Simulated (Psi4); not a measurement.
# CHClF2 (difluorochloromethane): B3LYP/6-311+G(d,p)

Aim: the vertical singlet–triplet gap of CHClF2 (difluorochloromethane) at B3LYP/6-311+G**, from 2 runs. 

The calculation is run with Psi4 1.11.

2 further runs of the same task are left out: 2 set aside as unsound or not needed.

## (1) Starting point

CHClF2 has 5 atoms, charge 0, and is taken as a singlet. As SMILES, `FC(F)Cl`. The coordinates come from a PBE0-D4/def2-TZVP relaxation.

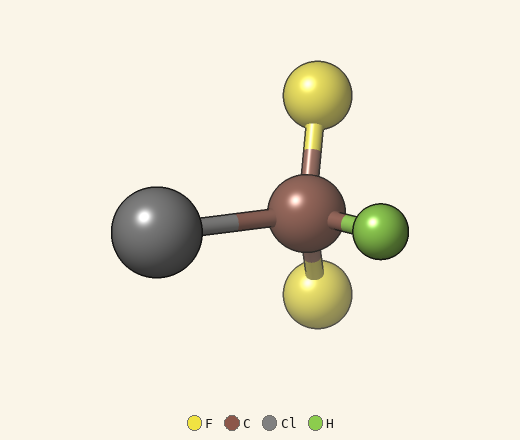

The structure, seen from a chosen angle (fluorine yellow, carbon brown, chlorine grey, hydrogen green).

## (2) Energy and forces at B3LYP/6-311+G(d,p)

job.json

```json
{
  "schema_name": "qcschema_input",
  "schema_version": 1,
  "molecule": {
    "schema_name": "qcschema_molecule",
    "schema_version": 2,
    "symbols": ["F", "C", "F", "Cl", "H"],
    "geometry": [0.07351035, -1.07355341, 2.30981224, 0.20673604, 0.04459754, 0.05347925, 1.59530679, -1.40954672, -1.46812823, -2.85537617, 0.39476379, -1.2109365, 1.07449827, 1.90446599, 0.23772755],
    "molecular_charge": 0,
    "molecular_multiplicity": 1,
    "fix_symmetry": "c1",
    "fix_com": true,
    "fix_orientation": true
  },
  "driver": "gradient",
  "model": {
    "method": "b3lyp",
    "basis": "6-311+G**"
  },
  "keywords": {
    "puream": true,
    "e_convergence": 1e-09,
    "d_convergence": 1e-08,
    "scf_type": "pk",
    "dft_radial_points": 99,
    "dft_spherical_points": 590,
    "scf_properties": ["LOWDIN_CHARGES", "MULLIKEN_CHARGES", "QUADRUPOLE"]
  }
}
```

Command:

```console
psi4 --qcschema job.json -n 1 --memory 1600MB
```

stdout:

```text
[...]
  Running in c1 symmetry.
[...]
  Nuclear repulsion =  168.406745107475018
[...]
  Multiplicity = 1
[...]
  Nalpha       = 21
  Nbeta        = 21
[...]
    Number of basis functions: 102
[...]
   @RKS iter   1:  -698.62922640173190   -1.18832e-01   4.39201e-03 ADIIS/DIIS
[...]
   @RKS iter  11:  -698.68898446259254   -1.59162e-12   5.36636e-09 DIIS
[...]
    Orbital Energies [Eh]
    ---------------------
    Doubly Occupied:
       1A   -101.578452     2A    -24.730410     3A    -24.730369
       4A    -10.414059     5A     -9.493990     6A     -7.258642
       7A     -7.248557     8A     -7.248427     9A     -1.315328
      10A     -1.250723    11A     -0.892681    12A     -0.716211
      13A     -0.608722    14A     -0.600760    15A     -0.563603
      16A     -0.472724    17A     -0.462562    18A     -0.448890
      19A     -0.395986    20A     -0.349081    21A     -0.347497
[...]
  @RKS Final Energy:  -698.68898446259254
   => Energetics <=
    Nuclear Repulsion Energy =            168.4067451074750181
    One-Electron Energy =               -1300.2700776426529501
    Two-Electron Energy =                 477.5339974051355512
    DFT Exchange-Correlation Energy =     -44.3596493325500774
    Empirical Dispersion Energy =           0.0000000000000000
    VV10 Nonlocal Energy =                  0.0000000000000000
    Total Energy =                       -698.6889844625925434
[...]
 Multipole Moments:
 ------------------------------------------------------------------------------------
     Multipole            Electronic (a.u.)      Nuclear  (a.u.)        Total (a.u.)
 ------------------------------------------------------------------------------------
 L = 1.  Multiply by 2.5417464519 to convert [e a0] to [Debye]
 Dipole X            :         31.3920710          -31.2071261            0.1849449
 Dipole Y            :         14.0449436          -13.4648655            0.5800781
 Dipole Z            :         12.4748296          -12.4521614            0.0226682
 Magnitude           :                                                    0.6092693
 L = 2.  Multiply by 1.3450342976 to convert [e a0^2] to [Debye ang]
 Quadrupole XX       :       -184.4022550          162.9685952          -21.4336597
 Quadrupole XY       :         38.8882426          -38.0089108            0.8793318
[...]
  Mulliken Charges: (a.u.)
   Center  Symbol    Alpha    Beta     Spin     Total
       1     F     4.53762  4.53762  0.00000 -0.07525
       2     C     3.11378  3.11378  0.00000 -0.22755
       3     F     4.53757  4.53757  0.00000 -0.07514
       4    CL     8.41652  8.41652  0.00000  0.16696
       5     H     0.39451  0.39451  0.00000  0.21098
   Total alpha = 21.00000, Total beta = 21.00000, Total charge = -0.00000
  Lowdin Charges: (a.u.)
   Center  Symbol    Alpha    Beta     Spin     Total
       1     F     4.55603  4.55603  0.00000 -0.11206
[...]
  -Total Gradient:
     Atom            X                  Y                   Z
    ------   -----------------  -----------------  -----------------
       1        0.000007588960     0.004891955426    -0.010648029141
       2       -0.002488384221    -0.011059746691    -0.000085806975
       3       -0.007055257105     0.006477969486     0.006854725202
       4        0.009733473091    -0.001353201752     0.004046677691
       5       -0.000163326932     0.001064981921    -0.000155770561
[...]
```

The result, in JSON:

```text
{
 "driver": "gradient",
 "model": {
  "method": "b3lyp",
  "basis": "6-311+G**"
 },
 "success": true,
 "return_result": [7.588960297996716e-06, 0.004891955425753866, -0.010648029140950588, -0.002488384220823224, -0.011059746691471278, -8.580697528921821e-05, -0.007055257105465118, 0.006477969486375967, 0.006854725202083356, 0.00973347309103792, -0.0013532017517703422, 0.004046677691209977, -0.00016332693169328338, 0.00106498192092927, -0.00015577056143467778],
 "properties": {
  "calcinfo_nbasis": 102,
  "calcinfo_nmo": 102,
  "calcinfo_nalpha": 21,
  "calcinfo_nbeta": 21,
  "calcinfo_natom": 5,
  "nuclear_repulsion_energy": 168.40674510747502,
  "return_energy": -698.6889844625925,
  "return_gradient": [7.588960297996716e-06, 0.004891955425753866, -0.010648029140950588, -0.002488384220823224, -0.011059746691471278, -8.580697528921821e-05, -0.007055257105465118, 0.006477969486375967, 0.006854725202083356, 0.00973347309103792, -0.0013532017517703422, 0.004046677691209977, -0.00016332693169328338, 0.00106498192092927, -0.00015577056143467778],
  "scf_one_electron_energy": -1300.270077642653,
  "scf_two_electron_energy": 477.53399740513555,
  "scf_xc_energy": -44.35964933255008,
  "scf_dipole_moment": [0.18494489126442204, 0.5800780627645086, 0.0226682304822301],
  "scf_total_energy": -698.6889844625925,
  "scf_total_gradient": [7.588960297996716e-06, 0.004891955425753866, -0.010648029140950588, -0.002488384220823224, -0.011059746691471278, -8.580697528921821e-05, -0.007055257105465118, 0.006477969486375967, 0.006854725202083356, 0.00973347309103792, -0.0013532017517703422, 0.004046677691209977, -0.00016332693169328338, 0.00106498192092927, -0.00015577056143467778],
  "scf_iterations": 11
 }
}
```

Run time: 27 s. Hardware: 1 thread of Intel Xeon Platinum 8259CL at 2.50GHz (Skylake/Cascade Lake), shared host; peak memory 0.64 GiB.

## (3) The triplet at the same level

calc.dat

```
memory 1600 mb

molecule {
  0 3
  F
  C 1 r2
  F 2 r3 1 a3
  Cl 2 r4 3 a4 1 d4
  H 2 r5 3 a5 1 d5

  r2 = 1.334434
  r3 = 1.334319
  a3 = 108.25988
  r4 = 1.762875
  a4 = 109.74064
  d4 = -119.74614
  r5 = 1.090422
  a5 = 110.03349
  d5 = 120.27493
  symmetry c1
  no_reorient
  no_com
}

set {
  basis 6-311+G**
  reference uks
  puream true
  e_convergence 1e-09
  d_convergence 1e-08
  scf_type pk
  dft_radial_points 99
  dft_spherical_points 590
  maxiter 100
}

e_tot, wfn = gradient("b3lyp", return_wfn=True)
oeprop(wfn, "WIBERG_LOWDIN_INDICES", "LOWDIN_CHARGES", "DIPOLE")
```

Command:

```console
psi4 calc.dat calc.out -n 1
```

calc.out:

```text
[...]
  Running in c1 symmetry.
[...]
  Nuclear repulsion =  168.406760218240436
[...]
  Multiplicity = 3
[...]
  Nalpha       = 22
  Nbeta        = 20
[...]
    Number of basis functions: 102
[...]
   @UKS iter   1:  -698.31804127397675    1.92354e-01   5.02705e-03 DIIS/ADIIS
[...]
   @UKS iter  17:  -698.42014972888433   -2.61480e-12   7.23132e-09 DIIS
[...]
   @S^2 Observed:                2.003332185E+00
[...]
    Orbital Energies [Eh]
    ---------------------
    Alpha Occupied:
       1A   -101.662102     2A    -24.715375     3A    -24.715343
       4A    -10.333577     5A     -9.571687     6A     -7.344144
       7A     -7.329177     8A     -7.321995     9A     -1.299624
      10A     -1.235505    11A     -0.953123    12A     -0.719311
      13A     -0.599669    14A     -0.585174    15A     -0.578539
      16A     -0.470819    17A     -0.465649    18A     -0.440866
      19A     -0.438243    20A     -0.400903    21A     -0.397833
      22A     -0.095132
    Alpha Virtual:
      23A     -0.004513    24A      0.027125    25A      0.034937
[...]
  @UKS Final Energy:  -698.42014972888433
   => Energetics <=
    Nuclear Repulsion Energy =            168.4067602182404357
    One-Electron Energy =               -1299.4501330386519840
    Two-Electron Energy =                 476.9961464939166262
    DFT Exchange-Correlation Energy =     -44.3729234023893113
    Empirical Dispersion Energy =           0.0000000000000000
    VV10 Nonlocal Energy =                  0.0000000000000000
    Total Energy =                       -698.4201497288843257
[...]
  -Total Gradient:
     Atom            X                  Y                   Z
    ------   -----------------  -----------------  -----------------
       1        0.004140061041    -0.000249799112     0.026578247805
       2        0.118592787161     0.068994089353     0.049946182255
       3        0.004142515741     0.025224398024    -0.008588470395
       4       -0.140613811282    -0.084768488361    -0.061280929837
       5        0.013696125789    -0.009198953920    -0.006654146589
[...]
 Multipole Moments:
 ------------------------------------------------------------------------------------
     Multipole            Electronic (a.u.)      Nuclear  (a.u.)        Total (a.u.)
 ------------------------------------------------------------------------------------
 L = 1.  Multiply by 2.5417464519 to convert [e a0] to [Debye]
 Dipole X            :          0.8504956           -1.0749168           -0.2244212
 Dipole Y            :         -0.6810598            1.0395051            0.3584453
 Dipole Z            :         -0.4922148            0.7516444            0.2594296
 Magnitude           :                                                    0.4961367
[...]
```

Wall time 55 s (1 thread of Intel Xeon Platinum 8259CL at 2.50GHz (Skylake/Cascade Lake), shared host); peak memory 0.65 GiB.

## (4) Summary of results

Level: B3LYP/6-311+G**.

```
                                        quantity          value
                           singlet: total energy  -698.68898 Eh
                          singlet: dipole moment         1.55 D
                            singlet: HOMO energy       -9.46 eV
                            singlet: LUMO energy       -0.28 eV
                          singlet: HOMO–LUMO gap        9.18 eV
               singlet: largest force on an atom     0.606 eV/Å
                           triplet: total energy  -698.42015 Eh
                          triplet: dipole moment         1.26 D
     triplet: HOMO energy (highest over α and β)       -2.59 eV
                                   triplet: ⟨S²⟩          2.003
               triplet: largest force on an atom     9.012 eV/Å
vertical energy of the triplet above the singlet       7.315 eV
```

At this shape the triplet lies 7.32 eV (169 kcal/mol) above the singlet. The largest force (singlet) is 0.61 eV/Å: the shape isn't a stationary point for this species at this level. Mulliken charges (singlet) run from -0.23 on C2 to +0.21 on H5; in a basis this large or diffuse they mean little.
